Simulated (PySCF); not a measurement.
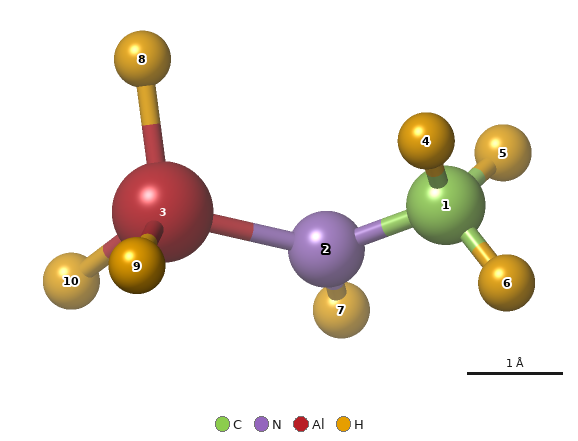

Fig. 1: The structure as given in the input (ball-and-stick view, seen at a tilt; atoms are numbered from 1 in the order of the input). Sticks mark near contacts.

## CH$_{7}$AlN (charge −1): excited-state calculation

The run: excited-state calculation of CH$_{7}$AlN, charge −1. Method and program: TDDFT PBE0/def2-SVPD, vertical, gas phase, core orbitals frozen in the response (PySCF 2.14.0).

The geometry comes from this level: GFN2-xTB.

### Input file
```
{"job": {"kind": "uv", "xc": "PBE0", "basis": "def2-SVPD", "nstates": 8, "ntriplets": 3}, "charge": -1, "multiplicity": 1}
C     -1.468424    -0.128795     0.045046
N     -0.203964     0.550703     0.056076
Al     1.510920    -0.111390    -0.070588
H     -1.274674    -1.197113    -0.052360
H     -2.119679     0.173301    -0.797636
H     -2.054294     0.023668     0.971934
H     -0.350021     1.552939     0.148696
H      1.639091    -1.027894    -1.403544
H      1.852450    -1.021401     1.228239
H      2.477478     1.190636    -0.148391
```

The first line tells a small driver script what to run in PySCF; the rest is the geometry in Å.

Run on 1 CPU thread, shared host.

Run as:
```bash
OMP_NUM_THREADS=1 python <driver script> task.json out
```

### Log
```
coarse grid: 8112 points
cycle   1  E = -339.0390195686  dE = -1.600e-01  |g| = 4.984e-01  |ddm| = 3.726e+00
cycle   2  E = -338.9664727842  dE =  7.255e-02  |g| = 7.729e-01  |ddm| = 1.507e+00
cycle   3  E = -339.1144950707  dE = -1.480e-01  |g| = 6.454e-02  |ddm| = 8.843e-01
cycle   4  E = -339.1155780778  dE = -1.083e-03  |g| = 1.813e-02  |ddm| = 1.321e-01
cycle   5  E = -339.1156614402  dE = -8.336e-05  |g| = 5.894e-03  |ddm| = 3.449e-02
cycle   6  E = -339.1156699391  dE = -8.499e-06  |g| = 1.340e-03  |ddm| = 8.497e-03
final grid: 71696 points
cycle   7  E = -339.1585290846  dE = -1.128e-05  |g| = 6.271e-03  |ddm| = 4.686e-02
cycle   8  E = -339.1585212373  dE =  7.847e-06  |g| = 8.467e-03  |ddm| = 1.474e-02
cycle   9  E = -339.1585388474  dE = -1.761e-05  |g| = 8.399e-04  |ddm| = 8.331e-03
cycle  10  E = -339.1585390044  dE = -1.570e-07  |g| = 1.307e-04  |ddm| = 8.521e-04
cycle  11  E = -339.1585390082  dE = -3.822e-09  |g| = 2.375e-05  |ddm| = 1.939e-04
cycle  12  E = -339.1585390084  dE = -1.801e-10  |g| = 5.476e-06  |ddm| = 5.253e-05
```

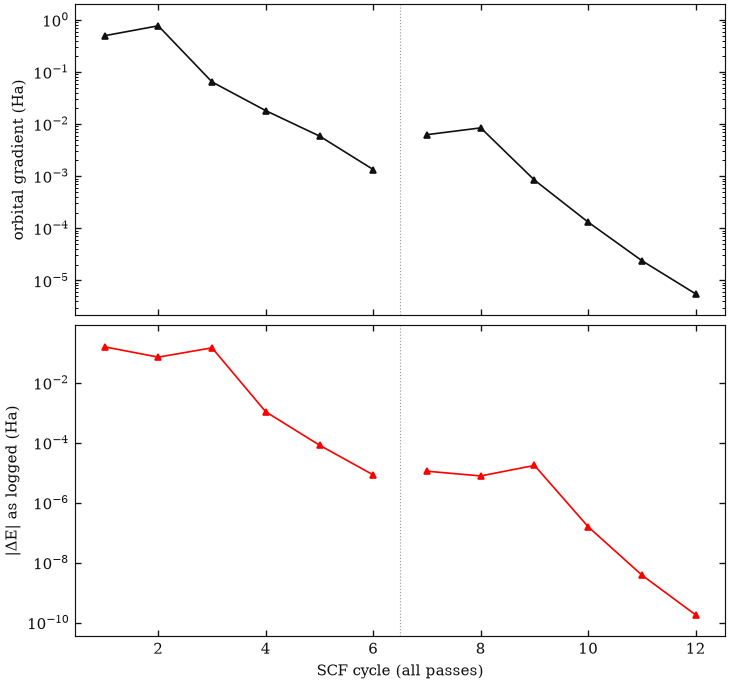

Fig. 2: Convergence of the self-consistent field: orbital gradient and size of the energy change against the SCF cycle. The dotted line marks the change from a coarse to the final integration grid. The first 6 cycles use a coarse grid, the final grid takes over at cycle 7, and the field converges after 12 cycles in all.

```
converged SCF energy = -339.1585390084

Static polarisability (au): isotropic 69.539, principal 65.200 65.473 77.943

Singlet excitations
state   eV       nm        f      main configurations
  1   3.9436    314.4   0.00293   H->L 0.95
  2   4.7308    262.1   0.00232   H->L+1 0.95
  3   5.2213    237.5   0.02618   H->L+2 0.94
  4   5.5033    225.3   0.07039   H-1->L 0.98
  5   5.5829    222.1   0.01294   H->L+3 0.56, H-2->L 0.34
  6   5.7360    216.2   0.02672   H-2->L 0.51, H->L+3 0.39, H->L+4 0.09
  7   5.7715    214.8   0.00140   H->L+4 0.85, H-2->L 0.12
  8   5.9353    208.9   0.03539   H->L+5 0.93

Triplet excitations (Tamm-Dancoff, eV): 3.8377 4.6451 4.9662
```

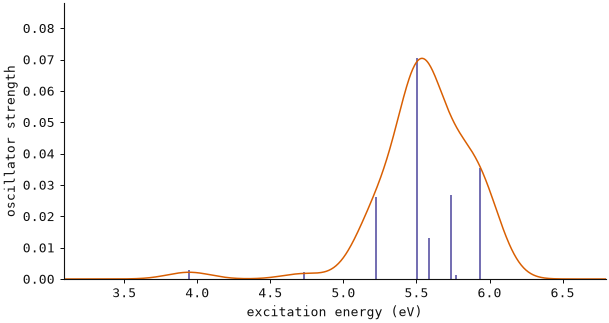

Fig. 3: Computed excitations as sticks (degenerate states added up, dark ones marked on the axis), with a Gaussian envelope of 0.35 eV full width at half maximum, scaled to the tallest. Of the 8 states the lowest lies at 3.94 eV (f = 0.003); the strongest line is at 5.50 eV, or 225 nm (f = 0.070).

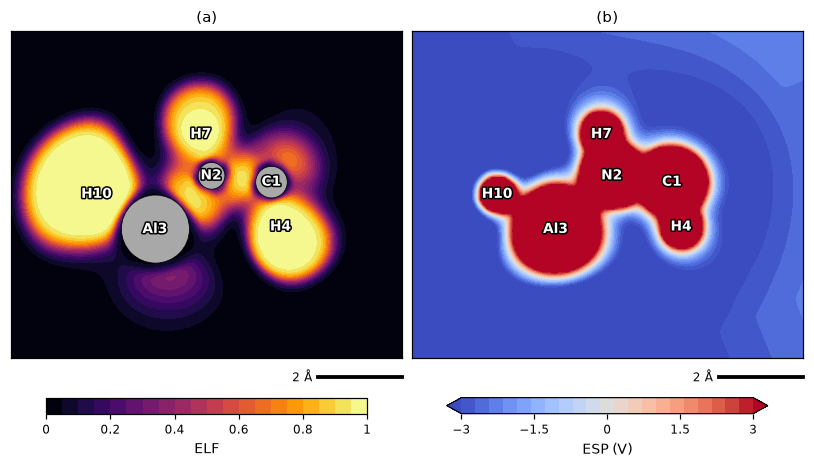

Fig. 4: (a) electron localisation function; (b) electrostatic potential on the plane of atoms N2, C1 and H4. Grey discs, where drawn, cover atomic cores. Atoms in the plane: C, N, Al and H. Al–N (1.84 Å): the ELF peaks at about 0.90 in the valence shell of N, 0.7 Å from its nucleus, and is about 0.65 at the midpoint. N–H (1.02 Å): the ELF climbs to about 1 towards the hydrogen, as it does in any bond to H; a covalent bond by its length. Al–H (1.62 Å): the ELF climbs to about 1 towards the hydrogen.

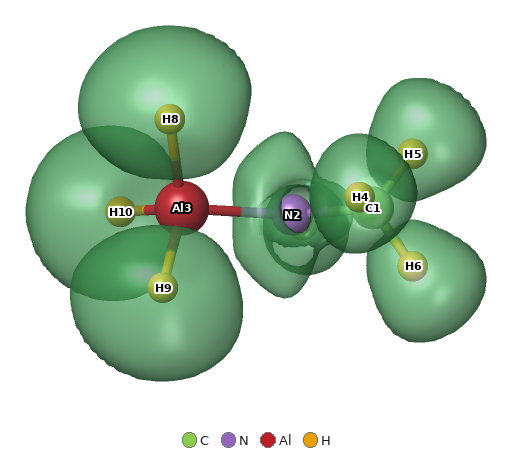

Fig. 5: Isosurface of the ELF at 0.75 (green), seen from the side. Only the valence region is drawn (cores and ρ < 0.01 e/Å³ removed). Values along the shortest contacts: C–N (1.44 Å): the ELF peaks at about 0.95 between the atoms, which marks a covalent bond. Al–N (1.84 Å): the ELF peaks at about 0.90 in the valence shell of N, 0.7 Å from its nucleus, and is about 0.65 at the midpoint.

### Summary

| quantity | value |
| --- | --- |
| outcome | converged |
| total energy | −339.158539 hartree |
| HOMO | −0.94 eV |
| LUMO | 4.10 eV |
| mean polarisability | 69.54 a.u. |
| lowest singlet excitation | 3.94 eV |
| wall time | 14 s |
| peak memory | 0.5 GiB |
